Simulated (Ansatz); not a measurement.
# Geometry relaxation of C₅H₅F₃GaN (charge +1) (part 2 of 2)

The same run, continued: C₅H₅F₃GaN (Ga(py)F3), charge +1, multiplicity 2; UKS r2SCAN-D4/def2-SVP (Ansatz 0.2.0). The geometry: r2SCAN-D4/def2-SVP start.

Geometry of the input (Å):
```
Ga -0.0061  0.0214  -2.5684
N  0.0012  0.0012  -0.5453
C  1.0378  0.5380  0.1210
C  1.0647  0.5625  1.5124
C  -0.0071  0.0054  2.2154
C  -1.0665  -0.5698  1.5078
C  -1.0256  -0.5596  0.1167
H  1.8459  0.9337  -0.5025
H  1.9165  1.0077  2.0313
H  -0.0133  0.0126  3.3093
H  -1.9143  -1.0269  2.0228
H  -1.8037  -1.0083  -0.5090
F  1.7365  0.0529  -2.8273
F  -0.8441  1.4879  -3.0460
F  -0.9219  -1.4588  -2.8381
```

### Trajectory as extended XYZ, continued
```
15
Properties=species:S:1:pos:R:3:forces:R:3 step=2 energy=-67253.62800
Ga   -0.0066    0.0235   -2.6012    0.0674  -0.0872  -0.3311
N    -0.0126    0.0268   -0.5710   -0.0078   0.0189   0.2579
C     1.0309    0.5449    0.1006   -0.1474  -0.0219  -0.6306
C     1.0667    0.5499    1.5141   -0.0678  -0.0567   0.5581
C     0.0018   -0.0113    2.2239    0.0006  -0.0180   0.0815
C    -1.0560   -0.5804    1.5103    0.0875   0.0291   0.5619
C    -1.0268   -0.5516    0.0971    0.1036   0.1011  -0.6239
H     1.8343    0.9636   -0.5176    0.0374   0.0106   0.0262
H     1.9194    0.9977    2.0318    0.0402   0.0063  -0.0199
H    -0.0005   -0.0109    3.3177    0.0024  -0.0031  -0.0033
H    -1.9047   -1.0395    2.0246   -0.0274  -0.0305  -0.0201
H    -1.8199   -0.9868   -0.5228   -0.0311  -0.0254   0.0251
F     1.7555    0.0546   -2.7428   -0.0784   0.0442   0.0562
F    -0.8385    1.4880   -3.1105    0.0282  -0.0505   0.0011
F    -0.9428   -1.4684   -2.7540   -0.0076   0.0833   0.0608
15
Properties=species:S:1:pos:R:3:forces:R:3 step=3 energy=-67253.65384
Ga   -0.0035    0.0214   -2.6228    0.0154  -0.0196  -0.2243
N    -0.0428    0.0741   -0.5690   -0.0740   0.1251  -0.0414
C     1.0053    0.5804    0.0959    0.0481  -0.0694  -0.1829
C     1.0714    0.5363    1.5189   -0.0754   0.0054   0.2511
C     0.0214   -0.0455    2.2342   -0.0032   0.0133  -0.0090
C    -1.0477   -0.5911    1.5197    0.0427   0.0492   0.2557
C    -1.0456   -0.5159    0.0969    0.0165  -0.0472  -0.1932
H     1.8045    1.0108   -0.5209   -0.0067   0.0287   0.0334
H     1.9351    0.9716    2.0299    0.0308  -0.0038  -0.0259
H     0.0358   -0.0721    3.3278    0.0170  -0.0305  -0.0123
H    -1.8909   -1.0645    2.0310   -0.0150  -0.0269  -0.0244
H    -1.8512   -0.9398   -0.5157   -0.0086   0.0064   0.0170
F     1.7642    0.0616   -2.6616   -0.0909   0.0136   0.0211
F    -0.8091    1.4446   -3.2739    0.0761  -0.1286   0.0911
F    -0.9469   -1.4720   -2.6906    0.0271   0.0843   0.0440
15
Properties=species:S:1:pos:R:3:forces:R:3 step=4 energy=-67253.66144
Ga    0.0143   -0.0090   -2.6511   -0.1115   0.1683  -0.0925
N    -0.0905    0.1654   -0.5765    0.0661  -0.0781  -0.0411
C     0.9743    0.6336    0.0884   -0.0455   0.1584   0.1452
C     1.0680    0.5357    1.5204    0.0536  -0.0693  -0.1023
C     0.0402   -0.0822    2.2365    0.0271  -0.0410   0.0224
C    -1.0423   -0.5951    1.5194    0.0040  -0.0389  -0.1033
C    -1.0711   -0.4606    0.0874   -0.0789   0.0510   0.1751
H     1.7549    1.1115   -0.5195   -0.0192  -0.0540   0.0658
H     1.9553    0.9354    2.0231   -0.0281   0.0109  -0.0388
H     0.0952   -0.1864    3.3276   -0.0241   0.0497  -0.1289
H    -1.8678   -1.1120    2.0211    0.0172   0.0205  -0.0439
H    -1.8960   -0.8586   -0.5181    0.0379   0.0056   0.0287
F     1.7845    0.0318   -2.5738   -0.2229  -0.0481  -0.0186
F    -0.7603    1.3796   -3.4107    0.1683  -0.2954   0.1519
F    -0.9588   -1.4892   -2.5742    0.1561   0.1603  -0.0198
15
Properties=species:S:1:pos:R:3:forces:R:3 step=5 energy=-67253.66737
Ga    0.0105   -0.0082   -2.6447   -0.0624   0.1064  -0.0901
N    -0.0880    0.1662   -0.5753   -0.0118   0.0365   0.0196
C     0.9702    0.6461    0.0933    0.0387  -0.0928   0.0156
C     1.0712    0.5311    1.5201   -0.0191   0.0587  -0.0335
C     0.0437   -0.0892    2.2332   -0.0050   0.0213   0.0333
C    -1.0404   -0.5983    1.5168   -0.0172   0.0063  -0.0415
C    -1.0727   -0.4545    0.0893    0.0318  -0.0556   0.0443
H     1.7598    1.1087   -0.5129   -0.0281   0.0165   0.0322
H     1.9534    0.9400    2.0233   -0.0060  -0.0086  -0.0192
H     0.0891   -0.1774    3.3240    0.0128  -0.0228  -0.0599
H    -1.8685   -1.1113    2.0164    0.0045   0.0123  -0.0189
H    -1.8917   -0.8603   -0.5178    0.0023   0.0226   0.0152
F     1.7785    0.0190   -2.5865   -0.1346  -0.0282   0.0066
F    -0.7618    1.3797   -3.3954    0.0987  -0.1747   0.0884
F    -0.9533   -1.4915   -2.5840    0.0953   0.1021   0.0080
15
Properties=species:S:1:pos:R:3:forces:R:3 step=6 energy=-67253.67009
Ga    0.0072   -0.0044   -2.6429   -0.0370   0.0674  -0.0695
N    -0.0863    0.1647   -0.5750   -0.0117   0.0225   0.0345
C     0.9717    0.6435    0.0940   -0.0063  -0.0174  -0.0277
C     1.0697    0.5344    1.5197   -0.0036   0.0061   0.0015
C     0.0440   -0.0894    2.2317    0.0009   0.0031   0.0097
C    -1.0394   -0.5998    1.5153   -0.0024   0.0042   0.0009
C    -1.0704   -0.4573    0.0896    0.0170  -0.0066  -0.0195
H     1.7577    1.1143   -0.5090   -0.0040   0.0026   0.0074
H     1.9513    0.9448    2.0216    0.0012  -0.0025  -0.0017
H     0.0924   -0.1835    3.3203    0.0029  -0.0061   0.0005
H    -1.8695   -1.1099    2.0135    0.0010  -0.0044  -0.0014
H    -1.8925   -0.8565   -0.5168   -0.0024   0.0058   0.0055
F     1.7719    0.0088   -2.5844   -0.0239  -0.0161   0.0081
F    -0.7585    1.3786   -3.3965    0.0417  -0.0735   0.0420
F    -0.9494   -1.4882   -2.5813    0.0266   0.0149   0.0098
15
Properties=species:S:1:pos:R:3:forces:R:3 step=7 energy=-67253.67168
Ga    0.0081   -0.0065   -2.6450   -0.0299   0.0515  -0.0312
N    -0.0975    0.1852   -0.5753   -0.0051   0.0054   0.0239
C     0.9629    0.6579    0.0932   -0.0036  -0.0013  -0.0038
C     1.0693    0.5343    1.5181   -0.0006   0.0005  -0.0115
C     0.0499   -0.0999    2.2298    0.0012   0.0003  -0.0071
C    -1.0368   -0.6034    1.5136    0.0002  -0.0022  -0.0134
C    -1.0763   -0.4449    0.0889    0.0018   0.0081  -0.0086
H     1.7452    1.1378   -0.5068    0.0012   0.0017  -0.0021
H     1.9542    0.9404    2.0175    0.0019  -0.0020   0.0053
H     0.1065   -0.2089    3.3163    0.0005  -0.0012   0.0108
H    -1.8636   -1.1212    2.0093    0.0012  -0.0038   0.0049
H    -1.9039   -0.8355   -0.5154   -0.0016  -0.0003   0.0035
F     1.7707   -0.0085   -2.5622    0.0250  -0.0148   0.0113
F    -0.7438    1.3633   -3.4244    0.0080  -0.0137   0.0091
F    -0.9451   -1.4900   -2.5574   -0.0002  -0.0281   0.0088
15
Properties=species:S:1:pos:R:3:forces:R:3 step=8 energy=-67253.67336
Ga    0.0085   -0.0101   -2.6470   -0.0236   0.0371   0.0036
N    -0.1197    0.2257   -0.5752   -0.0153  -0.0105  -0.0034
C     0.9463    0.6863    0.0912    0.0133   0.0172   0.0272
C     1.0700    0.5331    1.5135    0.0010  -0.0090  -0.0242
C     0.0621   -0.1210    2.2239    0.0043   0.0018  -0.0078
C    -1.0318   -0.6107    1.5089   -0.0084   0.0030  -0.0288
C    -1.0899   -0.4181    0.0873    0.0005  -0.0043   0.0124
H     1.7217    1.1825   -0.5045   -0.0021  -0.0035  -0.0035
H     1.9612    0.9292    2.0098   -0.0020  -0.0006   0.0058
H     0.1337   -0.2571    3.3069   -0.0010   0.0031  -0.0061
H    -1.8513   -1.1430    2.0016    0.0057  -0.0006   0.0040
H    -1.9267   -0.7945   -0.5129   -0.0003   0.0027   0.0053
F     1.7694   -0.0390   -2.5102    0.0272  -0.0105   0.0055
F    -0.7178    1.3342   -3.4817    0.0020  -0.0038   0.0037
F    -0.9357   -1.4977   -2.5117   -0.0013  -0.0223   0.0061
15
Properties=species:S:1:pos:R:3:forces:R:3 step=9 energy=-67253.67398
Ga    0.0107   -0.0111   -2.6426    0.0006   0.0141   0.0021
N    -0.1394    0.2579   -0.5754    0.0097  -0.0089  -0.0064
C     0.9319    0.7099    0.0883    0.0175  -0.0034   0.0271
C     1.0712    0.5303    1.5065   -0.0022   0.0073  -0.0175
C     0.0719   -0.1380    2.2154   -0.0001  -0.0026  -0.0017
C    -1.0293   -0.6156    1.5033    0.0037  -0.0090  -0.0170
C    -1.1021   -0.3980    0.0857   -0.0220   0.0152   0.0084
H     1.7009    1.2176   -0.5055   -0.0039   0.0026   0.0012
H     1.9666    0.9188    2.0015    0.0003  -0.0031  -0.0006
H     0.1557   -0.2950    3.2949   -0.0019   0.0043  -0.0108
H    -1.8417   -1.1592    1.9955    0.0017   0.0037  -0.0009
H    -1.9486   -0.7597   -0.5100    0.0090  -0.0045   0.0055
F     1.7715   -0.0638   -2.4685   -0.0213   0.0023   0.0051
F    -0.6978    1.3116   -3.5191    0.0077  -0.0137   0.0078
F    -0.9216   -1.5056   -2.4701    0.0014  -0.0042  -0.0023
15
Properties=species:S:1:pos:R:3:forces:R:3 step=10 energy=-67253.67400
Ga    0.0078   -0.0130   -2.6405   -0.0088  -0.0022   0.0051
N    -0.1422    0.2676   -0.5757   -0.0310  -0.0137   0.0032
C     0.9311    0.7155    0.0880    0.0070   0.0107   0.0072
C     1.0728    0.5292    1.5047   -0.0012  -0.0089  -0.0047
C     0.0747   -0.1430    2.2116    0.0032   0.0039   0.0033
C    -1.0282   -0.6165    1.4995   -0.0072   0.0069   0.0004
C    -1.1054   -0.3890    0.0839    0.0191  -0.0083   0.0017
H     1.6980    1.2280   -0.5044   -0.0036  -0.0029   0.0011
H     1.9698    0.9133    2.0003   -0.0015   0.0010  -0.0018
H     0.1605   -0.3051    3.2901    0.0000  -0.0005  -0.0073
H    -1.8398   -1.1617    1.9912    0.0014  -0.0001  -0.0021
H    -1.9523   -0.7493   -0.5116   -0.0016   0.0052   0.0019
F     1.7671   -0.0658   -2.4489    0.0091  -0.0022  -0.0108
F    -0.6971    1.3023   -3.5282    0.0044  -0.0109   0.0024
F    -0.9168   -1.5127   -2.4600    0.0109   0.0219   0.0003
15
Properties=species:S:1:pos:R:3:forces:R:3 step=11 energy=-67253.67410
Ga    0.0094   -0.0111   -2.6398    0.0055  -0.0049   0.0017
N    -0.1429    0.2659   -0.5748   -0.0064   0.0016  -0.0061
C     0.9303    0.7148    0.0884    0.0055  -0.0033   0.0061
C     1.0727    0.5283    1.5049    0.0002  -0.0001  -0.0047
C     0.0743   -0.1427    2.2125   -0.0014   0.0013   0.0026
C    -1.0290   -0.6162    1.5010   -0.0038   0.0081  -0.0018
C    -1.1059   -0.3903    0.0853    0.0070  -0.0101   0.0006
H     1.6971    1.2265   -0.5046   -0.0012   0.0009   0.0009
H     1.9698    0.9128    1.9999   -0.0008   0.0002   0.0000
H     0.1600   -0.3037    3.2910    0.0012  -0.0019  -0.0034
H    -1.8408   -1.1608    1.9930    0.0012  -0.0004  -0.0005
H    -1.9528   -0.7510   -0.5100   -0.0005   0.0027   0.0007
F     1.7694   -0.0643   -2.4562   -0.0008   0.0028   0.0026
F    -0.6964    1.3019   -3.5297   -0.0027   0.0046  -0.0012
F    -0.9151   -1.5101   -2.4608   -0.0031  -0.0014   0.0023
```

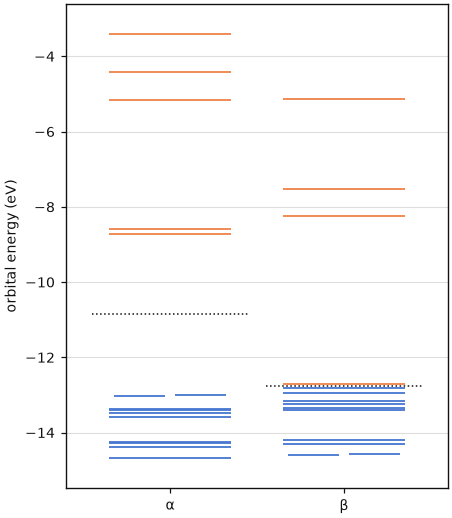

*Orbital energies near the frontier for α and β spins; the dotted line parts filled from empty levels, and levels within 0.02 eV of each other stand side by side.*

α: highest filled −13.00 eV, lowest empty −8.72 eV, 4.28 eV apart; β: highest filled −12.82 eV, lowest empty −12.71 eV, 0.11 eV apart.

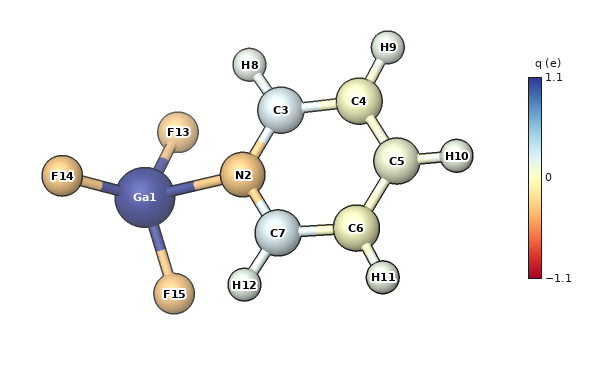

*Mulliken charges, as the colour of each atom (ball-and-stick view, seen at a tilt; atoms are numbered from 1 in the order of the input).*

By element: Ga +1.07, N −0.32, C +0.01 to +0.23, H +0.13 to +0.16 and F −0.35 to −0.33 e.

### Results in brief

| quantity | value |
| --- | --- |
| outcome | converged |
| total energy | −67253.6741 eV |
| mean-field energy | −67253.5621 eV |
| dispersion energy | −0.1120 eV |
| ⟨S²⟩ | 0.767 |
| HOMO (either spin) | −12.82 eV |
| LUMO (either spin) | −12.71 eV |
| largest force (length of the vector) at the end | 0.012 eV/Å |
| hardware | 4 threads of Arm Neoverse V2, 23 GiB of memory available, shared host |
| wall time | 1.8 min (CPU time 6.9 min) |
| peak memory | 0.64 GiB |
